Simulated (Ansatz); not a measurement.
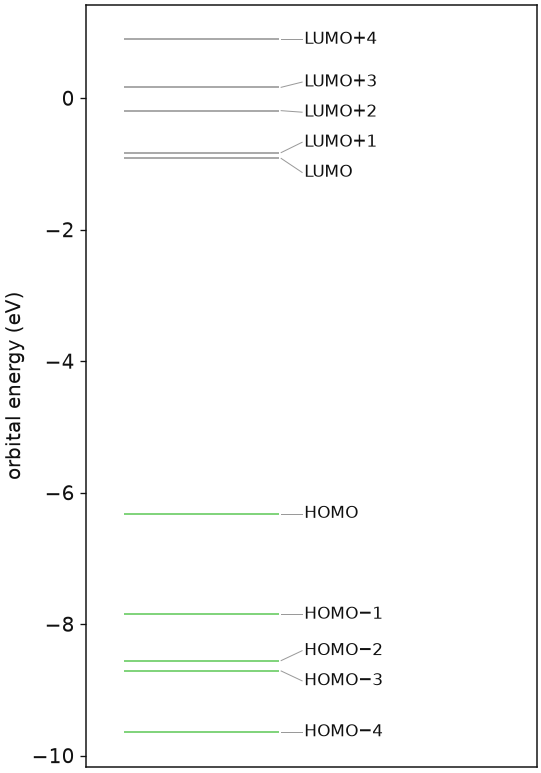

C₂H₆SSi₂, SMILES [SiH3][Si@H]1C=CS1. Kohn-Sham orbital energies near the frontier, B3LYP/def2-TZVPP, the Ansatz code, at a PBE0-D4/def2-TZVP geometry (no frequency check), isolated molecule; empty levels in grey, levels within 0.03 eV side by side.

> Where do the frontier orbitals lie?

HOMO at −6.32 eV, LUMO at −0.92 eV, 5.40 eV apart.

> List the levels.

```
orbital  energy (eV)
 LUMO+4         0.89
 LUMO+3         0.16
 LUMO+2        −0.19
 LUMO+1        −0.83
   LUMO        −0.92
   HOMO        −6.32
 HOMO−1        −7.85
 HOMO−2        −8.56
 HOMO−3        −8.71
 HOMO−4        −9.64
```

Caveats: empty levels above zero depend strongly on the basis.
